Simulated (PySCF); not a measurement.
C2H3F, charge +1, doublet, SMILES `[CH2][CH+]F`.

PySCF calculation, PBE0/def2-TZVP, gas phase; geometry: GFN2-xTB. No frequency check shows the geometry to be a minimum. GFN2-xTB doesn't know the spin state, so this open-shell geometry is rough.

Geometry (Å), atoms numbered from 1:

```
C1       1.1976    0.1697   -0.0147
C2      -0.0339   -0.4059    0.0340
F3      -1.1411    0.2323   -0.0357
H4       1.3670    1.2048    0.3013
H5       2.0873   -0.3889   -0.3027
H6      -0.1668   -1.4896    0.2069
```

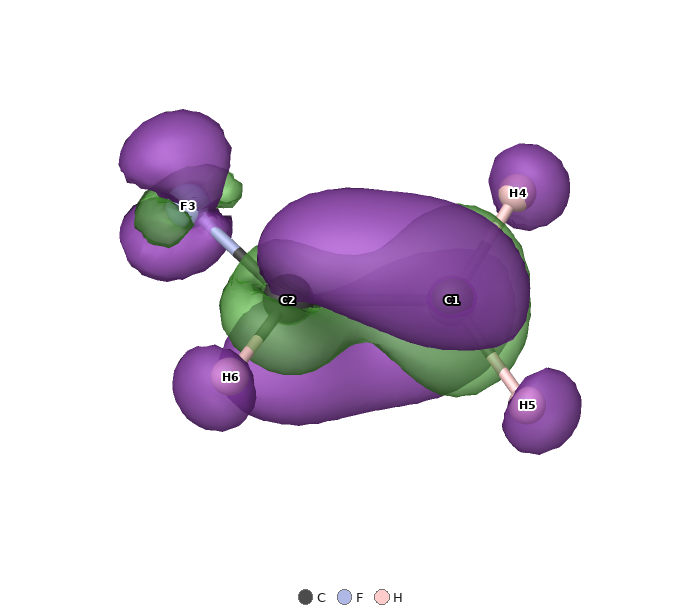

Fukui function f⁺ = ρ(N+1) − ρ(N) at fixed geometry, surfaces at ±0.05 e/Å³ (purple positive, green negative).

**Which atoms respond most to the addition of an electron?**

f⁺ (Hirshfeld-condensed) is largest on C1 (0.30) and C2 (0.24); the vertical electron affinity is 9.75 eV (to the singlet neutral species, which needn't be its lowest state; rough: the basis has no diffuse functions). Condensed values hint at sites of nucleophilic attack but needn't mark the atom that reacts. Orbital relaxation makes it negative in places (0.15 e in all).

```
atom     f⁺  charge
  C1  +0.30   +0.16
  C2  +0.24   +0.29
  F3  +0.15   +0.10
  H4  +0.10   +0.15
  H5  +0.10   +0.15
  H6  +0.10   +0.15
```
